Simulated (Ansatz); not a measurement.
# Series on liquid (Cs,Li)Cl, by temperature

How do cells made at different temperatures differ in energy, pressure, forces, levels, charges and cost?

Computed with Ansatz 0.2.0: Kohn-Sham DFT, PBE, PAW (set soft_2). Every run is a single point, with the atoms held where the recipe put them (cutoff of the plane-wave runs 420 eV, fixed occupations).

First member: 108 atoms (37 Cs, 17 Li, 54 Cl) placed at random at 2.56 g/cm³, melted at 1600 K for 10 ps at fixed volume with the Lennard-Jones and Coulomb ion parameters for SPC/E (Joung and Cheatham, J. Phys. Chem. B 112, 9020 (2008)), full charges. Snapshot at the end of a hold of 15 ps at 900 K and zero pressure.

Last member: 108 atoms (37 Cs, 17 Li, 54 Cl) placed at random at 2.56 g/cm³, melted at 1600 K for 10 ps at fixed volume with the Lennard-Jones and Coulomb ion parameters for SPC/E (Joung and Cheatham, J. Phys. Chem. B 112, 9020 (2008)), full charges. Snapshot at the end of a hold of 15 ps at 1500 K and zero pressure.

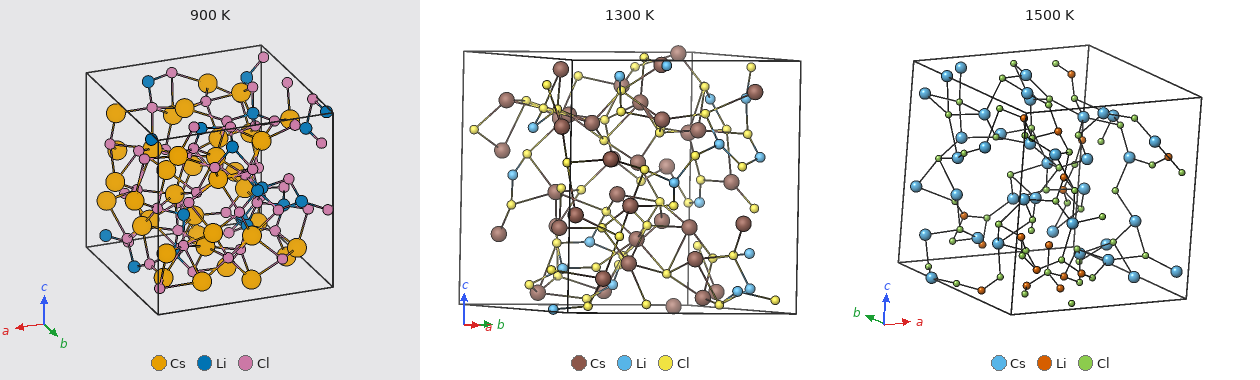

Three members of the series, labelled by temperature. Bonds to atoms that aren't drawn are left out. Some periodic images of atoms are drawn too.

The members:

```
temperature (K)  reduced formula  atoms  valence electrons  k-mesh        basis  density (g/cm³)
            900     Cs37Li17Cl54    108                762   1×1×1  plane waves              2.7
           1300     Cs37Li17Cl54    108                762   1×1×1  plane waves             2.33
           1500     Cs37Li17Cl54    108                762   1×1×1  plane waves             1.76
```

Each cell is one sample from a classical run, so sample-to-sample scatter enters every column; pressures lack the kinetic term.

The input of the first member, without its atom lines; other members have their own cell and atoms, and may differ in mesh, basis and outputs:

```yaml
crystal:
  lattice:
    - [16.22871, 0.0, 0.0]
    - [0.0, 16.22871, 0.0]
    - [0.0, 0.0, 16.22871]
  atoms:
    [... 108 lines ...]
kpoints:
  mp_grid: { grid: [1, 1, 1] }
hamiltonian:
  xc: pbe
scf:
  occupations: { method: fixed }
output:
  forces: true
  stress: true
  populations: true
  dos:
    method: { smearing: { sigma: 0.15 } }
    de: 0.1
    projected: { site_lists: { Cl: [Cl], Cs: [Cs], Li: [Li] } }
  eigenvalues: true
  write_density: true
  write_potential: true
  volumetric_format: npy
```

Results; charges are mean Löwdin charges in e:

```
temperature (K)  energy less the first member's (meV/atom)  pressure (GPa)  r.m.s. force (eV/Å)  gap (eV)  q(Cs)  q(Li)  q(Cl)
            900                                        0.0            1.39                0.434                3.82  +0.84  +0.70  -0.72
           1300                                       76.1           0.802                0.485                3.02  +0.85  +0.71  -0.73
           1500                                      119.1          0.0865                0.453                2.45  +0.87  +0.73  -0.74
```

The gap is that between the highest filled and lowest empty Kohn-Sham level on the run's k-points; tail or defect levels can set it. The projection misses up to 0.040 e an atom, so the charges add up to more than the cell's charge.

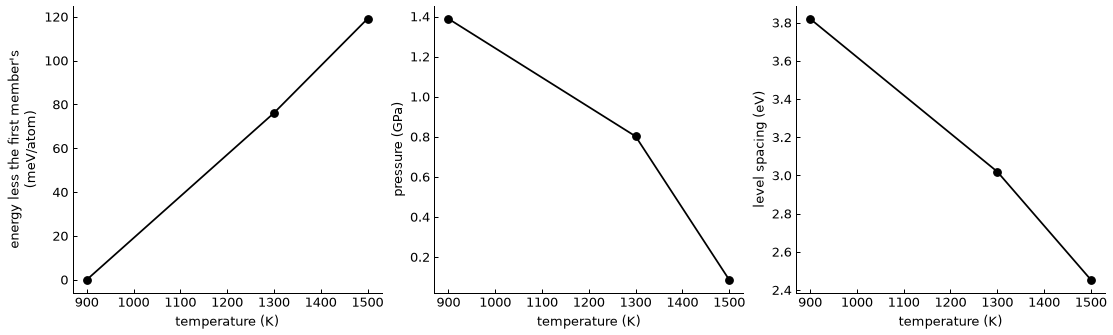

Results against temperature.

Cost on 8 threads of Arm Neoverse V2, shared host:

```
temperature (K)  atoms        basis  k-mesh  SCF cycles  time  host memory (GiB)
            900    108  plane waves   1×1×1           8  47 s                5.7
           1300    108  plane waves   1×1×1           8  58 s                6.3
           1500    108  plane waves   1×1×1           7  76 s                8.0
```

Times include the outputs that each run asked for, on hosts shared with other jobs.

**Reading.** The energy against the first member goes steadily from 0.0 meV/atom at 900 to 119.1 meV/atom at 1500 K; each member is a single configuration. The gap goes steadily from 3.82 eV at 900 to 2.45 eV at 1500 K; in single samples it varies with the configuration. The mean charge on Cs goes steadily from +0.84 e at 900 to +0.87 e at 1500 K. The density spans 1.76 to 2.7 g/cm³, so the columns mix its effect with that of the temperature. The pressure goes steadily from 1.4 GPa at 900 to 0.086 GPa at 1500 K.

Caveats: The levels lack spin–orbit coupling, which is large for the heavy elements here. The starting topology of bonds comes from the classical model, and needn't be the one that DFT or experiment would give. The ion parameters were fitted for water, not for melts, so the density of this cell may lie well off the real melt's. The cells aren't relaxed by DFT, which could reorder their energies.

[Logs are printed without paths, hosts, clocks, repeated set-up lines and the standing remarks that a program may print on its own settings, such as how far it seeks lower states.]

[Hosts, paths, dates, database ids (printed as entryN), source tags and the programs' standing remarks are cut or masked in the printed files.]
